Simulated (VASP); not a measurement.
# GW on SiO2 (Stishovite)

Wanted: how far GW moves the Kohn-Sham levels of SiO2 (Stishovite). The cell is of the rutile type. The start is a cell from a database of measured crystal structures.

Method: PBE; plane waves and PAW (Si_GW, O_GW), in the first sound run; inputs show where later runs differ, in VASP 6.6.1.

## Step 1: Starting point

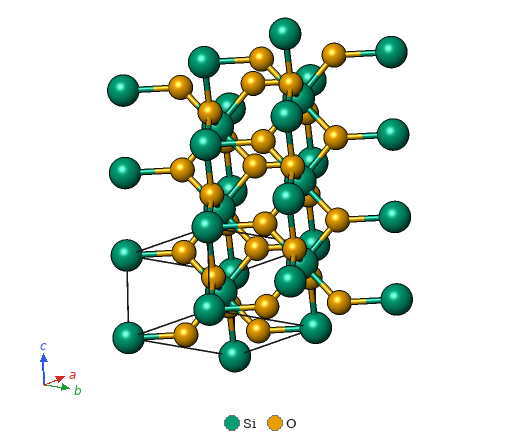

The starting structure, seen from a free direction (silicon teal, oxygen orange). 2×1×3 cells are drawn. Some periodic images of atoms are drawn too.

As a file:

```cif
data_structure
_symmetry_space_group_name_H-M 'P4_2/mnm'
_symmetry_Int_Tables_number 136
_cell_length_a 4.1773
_cell_length_b 4.1773
_cell_length_c 2.6652
_cell_angle_alpha 90.000
_cell_angle_beta 90.000
_cell_angle_gamma 90.000
_cell_volume 46.51
loop_
_atom_site_label
_atom_site_type_symbol
_atom_site_symmetry_multiplicity
_atom_site_Wyckoff_symbol
_atom_site_fract_x
_atom_site_fract_y
_atom_site_fract_z
_atom_site_occupancy
Si1 Si 2 a 0.00000 0.00000 0.00000 1
O1 O 4 f 0.30590 0.30590 0.00000 1
```

## Step 2: Ground state

The orbitals come from a self-consistent PBE run with a tight EDIFF and a narrow smearing. KPOINTS_OPT adds the bands along a path, which shows whether the mesh holds the band edges.

Contents of INCAR:

```
SYSTEM = SiO2
PREC = Accurate
ENCUT = 440
EDIFF = 1E-08
NELM = 100
ISMEAR = 0
SIGMA = 0.01
LREAL = .FALSE.
ALGO = Normal
GGA = PE
NBANDS = 22
LORBIT = 11
LWAVE = .TRUE.
LCHARG = .FALSE.
KPAR = 8
```

Contents of POSCAR:

```
SiO2
1.0
    4.1773000000      0.0000000000      0.0000000000
    0.0000000000      4.1773000000      0.0000000000
    0.0000000000      0.0000000000      2.6652000000
Si O
2 4
Direct
    0.0000000000      0.0000000000      0.0000000000
    0.5000000000      0.5000000000      0.5000000000
    0.3059000000      0.3059000000      0.0000000000
    0.1941000000      0.8059000000      0.5000000000
    0.6941000000      0.6941000000      0.0000000000
    0.8059000000      0.1941000000      0.5000000000
```

Contents of KPOINTS:

```
Automatic mesh
0
Gamma
4 4 6
0 0 0
```

Contents of KPOINTS_OPT:

```
Line mode
12
Line-mode
Reciprocal
  0.00000000   0.00000000   0.00000000 GAMMA
  0.00000000   0.50000000   0.00000000 X

  0.00000000   0.50000000   0.00000000 X
  0.50000000   0.50000000   0.00000000 M

  0.50000000   0.50000000   0.00000000 M
  0.00000000   0.00000000   0.00000000 GAMMA

  0.00000000   0.00000000   0.00000000 GAMMA
  0.00000000   0.00000000   0.50000000 Z

  0.00000000   0.00000000   0.50000000 Z
  0.00000000   0.50000000   0.50000000 R

  0.00000000   0.50000000   0.50000000 R
  0.50000000   0.50000000   0.50000000 A

  0.50000000   0.50000000   0.50000000 A
  0.00000000   0.00000000   0.50000000 Z

  0.00000000   0.50000000   0.00000000 X
  0.00000000   0.50000000   0.50000000 R

  0.50000000   0.50000000   0.00000000 M
  0.50000000   0.50000000   0.50000000 A
```

The projector-augmented-wave data sets are Si_GW and O_GW (PBE family, release 64).

Launch:

```
$ mpirun -np 8 vasp_std
```

The log of the run:

```text
[banner, memory and clock lines left out]
running    8 mpi-ranks, on    1 nodes
 distrk:  each k-point on    1 cores,    8 groups
 distr:  one band on    1 cores,    1 groups

 POSCAR found type information on POSCAR SiO
 POSCAR found :  2 types and       6 ions
|                                                                             |
|           W    W    AA    RRRRR   N    N  II  N    N   GGGG   !!!           |
|           W    W   A  A   R    R  NN   N  II  NN   N  G    G  !!!           |
|           W    W  A    A  R    R  N N  N  II  N N  N  G       !!!           |
|           W WW W  AAAAAA  RRRRR   N  N N  II  N  N N  G  GGG   !            |
|           WW  WW  A    A  R   R   N   NN  II  N   NN  G    G                |
|           W    W  A    A  R    R  N    N  II  N    N   GGGG   !!!           |
|                                                                             |
|     For optimal performance we recommend to set                             |
|       NCORE = 2 up to number-of-cores-per-socket                            |
|     NCORE specifies how many cores store one orbital (NPAR=cpu/NCORE).      |
|     This setting can greatly improve the performance of VASP for DFT.       |
|     The default, NCORE=1 might be grossly inefficient on modern             |
|     multi-core architectures or massively parallel machines. Do your        |
|     Unfortunately you need to use the default for GW and RPA                |
|     calculations (for HF NCORE is supported but not extensively tested      |
|     yet).                                                                   |
|                                                                             |

 LDA part: xc-table for (Slater+PW92), standard interpolation
 POSCAR, INCAR and KPOINTS ok, starting setup
 FFT: planning ... GRIDC
 FFT: planning ... GRID_SOFT
 FFT: planning ... GRID
 WAVECAR not read
 entering main loop
       N       E                     dE             d eps       ncg     rms          rms(c)
DAV:   1     0.236819694603E+03    0.23682E+03   -0.17024E+04  1332   0.141E+03
DAV:   2    -0.353031241105E+02   -0.27212E+03   -0.24921E+03  1406   0.530E+02
DAV:   3    -0.504570673479E+02   -0.15154E+02   -0.15007E+02  1480   0.115E+02
DAV:   4    -0.509436260378E+02   -0.48656E+00   -0.48533E+00  1548   0.239E+01
DAV:   5    -0.509631722265E+02   -0.19546E-01   -0.19542E-01  1592   0.400E+00    0.134E+01
DAV:   6    -0.462834029103E+02    0.46798E+01   -0.16179E+01  1728   0.441E+01    0.388E+00
DAV:   7    -0.462664552935E+02    0.16948E-01   -0.53185E-01  1486   0.585E+00    0.253E+00
DAV:   8    -0.462726014564E+02   -0.61462E-02   -0.79930E-02  1464   0.450E+00    0.361E-01
DAV:   9    -0.462710626447E+02    0.15388E-02   -0.15793E-02  1690   0.151E+00    0.864E-02
DAV:  10    -0.462712554132E+02   -0.19277E-03   -0.89088E-04  1624   0.281E-01    0.308E-02
DAV:  11    -0.462712472563E+02    0.81569E-05   -0.83518E-05  1680   0.976E-02    0.699E-03
DAV:  12    -0.462712474784E+02   -0.22215E-06   -0.41873E-06  1486   0.208E-02    0.502E-03
DAV:  13    -0.462712470186E+02    0.45986E-06   -0.18461E-06  1722   0.161E-02    0.836E-04
DAV:  14    -0.462712469712E+02    0.47355E-07   -0.91767E-08  1352   0.345E-03    0.398E-04
DAV:  15    -0.462712469735E+02   -0.23169E-08   -0.53611E-09   918   0.115E-03
   1 F= -.46271247E+02 E0= -.46271247E+02  d E =-.250208E-19
 Start KPOINTS_OPT (optional k-point list driver)
k-point batch [1-24\108]
       N       E                     dE             ncg
DAV:   1     0.734443191237E+04   -0.42659E+04     1220
DAV:   2     0.186986102169E+03   -0.71574E+04     1538
DAV:   3    -0.186716257033E+03   -0.37370E+03     1424
DAV:   4    -0.203211310793E+03   -0.16495E+02     1666
DAV:   5    -0.203608571183E+03   -0.39726E+00     1432
DAV:   6    -0.203635991910E+03   -0.27421E-01     1714
DAV:   7    -0.203636822327E+03   -0.83042E-03     1410
DAV:   8    -0.203636879027E+03   -0.56700E-04     1712
DAV:   9    -0.203636880523E+03   -0.14957E-05     1414
DAV:  10    -0.203636880596E+03   -0.73714E-07     1118
DAV:  11    -0.203636880601E+03   -0.47000E-08      950
[...]
k-point batch [97-108\108]
       N       E                     dE             ncg
DAV:   1     0.143804191233E+05   -0.98089E+04      624
DAV:   2     0.111128579475E+05   -0.32676E+04      790
DAV:   3     0.109542531408E+05   -0.15860E+03      712
DAV:   4     0.109473913734E+05   -0.68618E+01      856
DAV:   5     0.109472570332E+05   -0.13434E+00      702
DAV:   6     0.109472465121E+05   -0.10521E-01      912
DAV:   7     0.109472463526E+05   -0.15944E-03      698
DAV:   8     0.109472463437E+05   -0.89590E-05      888
DAV:   9     0.109472463435E+05   -0.14015E-06      636
DAV:  10     0.109472463435E+05   -0.47712E-08      504
 writing wavefunctions
```

It took 6.4 s on 8 MPI ranks of Intel Xeon 6975P-C (Granite Rapids), shared host; peak memory 1.4 GiB; 43 s of CPU time.

Lines that name or quote the potential files are left out of all logs, and their timing lines are given in words.

OUTCAR, selected parts (step 2):

```text
ion  position               nearest neighbor table
   1  0.000  0.000  0.000-   4 1.76   6 1.76   4 1.76   6 1.76   5 1.81   3 1.81
   2  0.500  0.500  0.500-   3 1.76   5 1.76   3 1.76   5 1.76   4 1.81   6 1.81
   3  0.306  0.306  0.000-   2 1.76   2 1.76   1 1.81
   4  0.194  0.806  0.500-   1 1.76   1 1.76   2 1.81
   5  0.694  0.694  0.000-   2 1.76   2 1.76   1 1.81
   6  0.806  0.194  0.500-   1 1.76   1 1.76   2 1.81

  LATTYP: Found a simple tetragonal cell.
 ALAT       =     4.1773000000
 C/A-ratio  =     0.6380197735

 Subroutine GETGRP returns: Found 16 space group operations
 (whereof  8 operations were pure point group operations)

The static configuration has the point symmetry D_2h.
 The point group associated with its full space group is D_4h.

 Found     24 irreducible k-points:

   k-points           NKPTS =     24   k-points in BZ     NKDIM =     24   number of bands    NBANDS=     22

   dimension x,y,z NGX =    30 NGY =   30 NGZ =   18
   dimension x,y,z NGXF=    60 NGYF=   60 NGZF=   36

   ENCUT  =  440.0 eV  32.34 Ry    5.69 a.u.   7.14  7.14  4.56*2*pi/ulx,y,z

   NELECT =      32.0000    total number of electrons

 k-points in reciprocal lattice and weights: Automatic mesh
   0.00000000  0.00000000  0.00000000       0.010
   0.25000000  0.00000000  0.00000000       0.042
   0.50000000  0.00000000  0.00000000       0.021
   0.25000000  0.25000000  0.00000000       0.042
   0.50000000  0.25000000  0.00000000       0.042
   0.50000000  0.50000000  0.00000000       0.010
   0.00000000  0.00000000  0.16666667       0.021
   0.25000000  0.00000000  0.16666667       0.083
   0.50000000  0.00000000  0.16666667       0.042
[...]
0.50000000  0.25000000  0.50000000       0.042
   0.50000000  0.50000000  0.50000000       0.010

 average (electrostatic) potential at core
       1 -64.8385       2 -64.8385       3 -67.0783       4 -67.0783       5 -67.0783
       6 -67.0783

 E-fermi :   8.0292

 k-point     1 :       0.0000    0.0000    0.0000
  band No.  band energies     occupation
    ...
     12       4.8090      2.00000
     13       5.4446      2.00000
     14       7.0849      2.00000
     15       7.0849      2.00000
     16       7.9697      2.00000
     17      13.5830      0.00000
     18      14.6767      0.00000
     19      16.4906      0.00000
     20      16.4906      0.00000
     21      19.0946      0.00000
    ...

 k-point     2 :       0.2500    0.0000    0.0000
  band No.  band energies     occupation
    ...
     12       4.9464      2.00000
     13       5.4778      2.00000
     14       5.8841      2.00000
     15       6.9817      2.00000
     16       7.5078      2.00000
     17      14.4665      0.00000
     18      15.2006      0.00000
     19      16.6591      0.00000
     20      16.7061      0.00000
     21      19.6490      0.00000
    ...

 k-point     3 :       0.5000    0.0000    0.0000
  band No.  band energies     occupation
    ...
     12       4.0736      2.00000
     13       5.2603      2.00000
     14       5.2603      2.00000
     15       6.8960      2.00000
     16       6.8960      2.00000
     17      15.7182      0.00000
     18      15.7182      0.00000
     19      17.0719      0.00000
     20      17.0719      0.00000
     21      19.0353      0.00000
    ...

  Total        1.5448827      1.5448827      2.2352185      0.0000000      0.0000000      0.0000000
  in kB       53.2212354     53.2212354     77.0033158      0.0000000      0.0000000      0.0000000
  external PRESSURE =      61.1485955 kB  Pullay stress =       0.0000000 kB

  energy-cutoff  :      440.00
  volume of cell :       46.51
      direct lattice vectors                 reciprocal lattice vectors
     4.177300000  0.000000000  0.000000000     0.239389079  0.000000000  0.000000000
     0.000000000  4.177300000  0.000000000     0.000000000  0.239389079  0.000000000
     0.000000000  0.000000000  2.665200000     0.000000000  0.000000000  0.375206363

 POSITION                                       TOTAL-FORCE (eV/Angst)
 -----------------------------------------------------------------------------------
      0.00000      0.00000      0.00000         0.000000      0.000000      0.000000
      2.08865      2.08865      1.33260         0.000000      0.000000      0.000000
      1.27784      1.27784      0.00000        -0.070609     -0.070609      0.000000
      0.81081      3.36649      1.33260         0.070609     -0.070609      0.000000
      2.89946      2.89946      0.00000         0.070609      0.070609      0.000000
      3.36649      0.81081      1.33260        -0.070609      0.070609      0.000000
 -----------------------------------------------------------------------------------
    total drift:                               -0.000000      0.000000     -0.000000

  FREE ENERGIE OF THE ION-ELECTRON SYSTEM (eV)
  ---------------------------------------------------
  free  energy   TOTEN  =       -46.2712469735 eV

  energy  without entropy=      -46.2712469735  energy(sigma->0) =      -46.27124697

 total charge
# of ion       s       p       d       tot
------------------------------------------
    1        0.564   0.846   0.436   1.846
    2        0.564   0.846   0.436   1.846
    3        1.524   3.648   0.000   5.171
    4        1.524   3.648   0.000   5.171
    5        1.524   3.648   0.000   5.171
    6        1.524   3.648   0.000   5.171
--------------------------------------------------
tot          7.221  16.283   0.871  24.376

[... 3 further parts left out ...]
```

This step gave:

| Property | Result |
| --- | --- |
| free energy (TOTEN) | -46.27 eV |
| Fermi energy | 8.029 eV |
| pressure | 6.115 GPa |
| least gap on mesh and path | 5.613 eV |
| least direct gap on mesh and path | 5.613 eV |

The highest empty bands on the path are converged less tightly, to about 0.1 eV. The electronic bands at the labelled points (eV, zero at the valence-band top; v1 is the highest filled band, c1 the lowest empty one):

```
    point     v4     v3     v2     v1    c1    c2     c3     c4
        Γ  -2.52  -0.88  -0.88   0.00  5.61  6.71   8.52   8.52
        X  -2.71  -2.71  -1.07  -1.07  7.75  7.75   9.10   9.10
        M  -2.68  -2.68  -2.29  -2.29  7.43  7.43  10.09  10.09
        Γ  -2.52  -0.88  -0.88   0.00  5.61  6.71   8.52   8.52
        Z  -3.08  -3.08  -2.69  -2.69  9.10  9.10  12.65  12.65
        R  -2.30  -2.30  -1.76  -1.76  8.79  8.79   9.88   9.88
        A  -1.77  -1.77  -1.56  -1.56  7.18  7.18  11.04  11.04
        Z  -3.08  -3.08  -2.69  -2.69  9.10  9.10  12.65  12.65
jump to X  -2.71  -2.71  -1.07  -1.07  7.75  7.75   9.10   9.10
        R  -2.30  -2.30  -1.76  -1.76  8.79  8.79   9.88   9.88
jump to M  -2.68  -2.68  -2.29  -2.29  7.43  7.43  10.09  10.09
        A  -1.77  -1.77  -1.56  -1.56  7.18  7.18  11.04  11.04
```

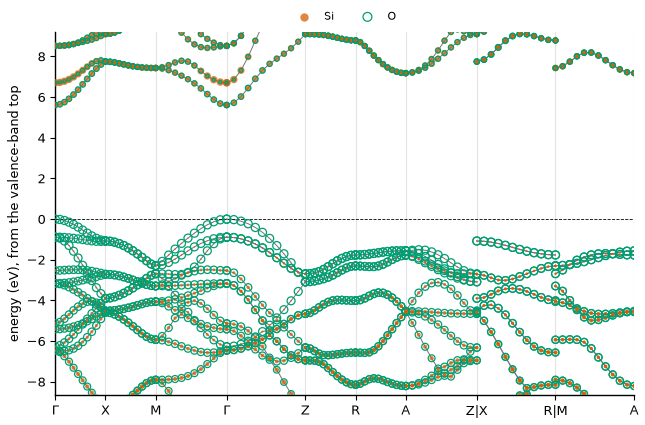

Electronic bands along the path; dots are coloured as in the legend, and their area grows with the weight.

The cell has a gap of 5.61 eV on mesh and path and a pressure of +6.1 GPa, which holds the strain of the given cell against this functional's own volume, and any error of cutoff and mesh. Forces of up to 0.100 eV/Å remain in these settings.

## Step 3: Empty bands, functional PBE

ALGO = Exact makes the empty bands from the converged ground state in one step. LOPTICS writes the k-derivatives of the orbitals (WAVEDER), which give the long-wavelength limit of the screening.

Contents of INCAR:

```
SYSTEM = SiO2
PREC = Accurate
ENCUT = 440
ISMEAR = 0
SIGMA = 0.01
LREAL = .FALSE.
GGA = PE
NBANDS = 304
ALGO = Exact
NELM = 1
LWAVE = .TRUE.
LCHARG = .FALSE.
LOPTICS = .TRUE.
NEDOS = 1000
CSHIFT = 0.1
```

POSCAR is that of step 2.

KPOINTS is that of step 2.

Launch:

```
$ mpirun -np 8 vasp_std
```

The log of the run:

```text
[banner, memory and clock lines left out]
running    8 mpi-ranks, on    1 nodes
 distrk:  each k-point on    8 cores,    1 groups
 distr:  one band on    1 cores,    8 groups

 POSCAR found type information on POSCAR SiO
 POSCAR found :  2 types and       6 ions
 [... a notice as in an earlier step ...]

 LDA part: xc-table for (Slater+PW92), standard interpolation
 found WAVECAR, reading the header
  number of bands has changed, file:    22 present:   304
  trying to continue reading WAVECAR, but it might fail
 POSCAR, INCAR and KPOINTS ok, starting setup
 FFT: planning ... GRIDC
 FFT: planning ... GRID_SOFT
 FFT: planning ... GRID
 reading WAVECAR
 random initialization beyond band           22
 the WAVECAR file was read successfully
 initial charge from wavefunction
 entering main loop
       N       E                     dE             d eps       ncg     rms          rms(c)
DIA:   1    -0.462712469890E+02   -0.46271E+02    0.00000E+00     0   0.000E+00
   1 F= -.46271247E+02 E0= -.46271247E+02  d E =-.811702E-43
 writing wavefunctions
 optical routines
 imaginary and real dielectric function
 recalculating local potential from charge density
 direction            1
 direction            2
 direction            3
```

The job ended after 8 s (8 MPI ranks; peak memory 1.6 GiB).

Parts of OUTCAR (step 3):

```text
 Found     24 irreducible k-points:

   k-points           NKPTS =     24   k-points in BZ     NKDIM =     24   number of bands    NBANDS=    304

   NELECT =      32.0000    total number of electrons

 E-fermi :   8.0643

 k-point     1 :       0.0000    0.0000    0.0000
  band No.  band energies     occupation
    ...
     12       4.8091      2.00000
     13       5.4447      2.00000
     14       7.0850      2.00000
     15       7.0850      2.00000
     16       7.9697      2.00000
     17      13.5830      0.00000
     18      14.6766      0.00000
     19      16.4906      0.00000
     20      16.4906      0.00000
     21      19.0946      0.00000
    ...

 k-point     4 :       0.2500    0.2500    0.0000
  band No.  band energies     occupation
    ...
     12       4.7442      2.00000
     13       5.3781      2.00000
     14       5.4634      2.00000
     15       6.5118      2.00000
     16       7.1613      2.00000
     17      14.7540      0.00000
     18      15.6369      0.00000
     19      16.6762      0.00000
     20      17.4496      0.00000
     21      19.5670      0.00000
    ...

  Total        1.5437310      1.5437310      2.2341423      0.0000000      0.0000000      0.0000000
  in kB       53.1815581     53.1815581     76.9662428      0.0000000      0.0000000      0.0000000
  external PRESSURE =      61.1097864 kB  Pullay stress =       0.0000000 kB

 POSITION                                       TOTAL-FORCE (eV/Angst)
 -----------------------------------------------------------------------------------
      0.00000      0.00000      0.00000         0.000000     -0.000000      0.000000
      2.08865      2.08865      1.33260         0.000000     -0.000000      0.000000
      1.27784      1.27784      0.00000        -0.070633     -0.070633      0.000000
      0.81081      3.36649      1.33260         0.070633     -0.070633      0.000000
      2.89946      2.89946      0.00000         0.070633      0.070633      0.000000
      3.36649      0.81081      1.33260        -0.070633      0.070633      0.000000
 -----------------------------------------------------------------------------------
    total drift:                               -0.000000      0.000000     -0.000000

  FREE ENERGIE OF THE ION-ELECTRON SYSTEM (eV)
  ---------------------------------------------------
  free  energy   TOTEN  =       -46.2712469890 eV

  energy  without entropy=      -46.2712469890  energy(sigma->0) =      -46.27124699

 plasma frequency squared (from intraband transitions) (eV^2)
  --------------------------------------------------------------------------------------
       0.000       0.000       0.000
       0.000       0.000       0.000
       0.000       0.000       0.000

[... 11 parts as in an earlier step ...]

[... 2 further parts left out ...]
```

WAVECAR now holds 304 bands for 32 electrons. Its independent-particle dielectric tensor has xx, yy, zz = 3.4, 3.4, 3.6 on this mesh, which isn't tested for convergence; a coarse zone-centred mesh tends to overstate it, local fields are missing, and the same mesh feeds the screening.

[end of part 1 of 4]

[Lines on the potential files, build, host, timing and source positions are cut from VASP's logs without a mark.]

[Logs are printed without paths, hosts, clocks, repeated set-up lines and the standing remarks that a program may print on its own settings, such as how far it seeks lower states.]

[Hosts, paths, dates, database ids (printed as entryN), source tags and the programs' standing remarks are cut or masked in the printed files.]

[Measured values are set beside computed ones only where the two were judged alike; some that the calculation misses by far are left out.]

[Pressures printed for these runs are not shown converged in the cutoff: they can be off by several GPa and have the wrong sign.]
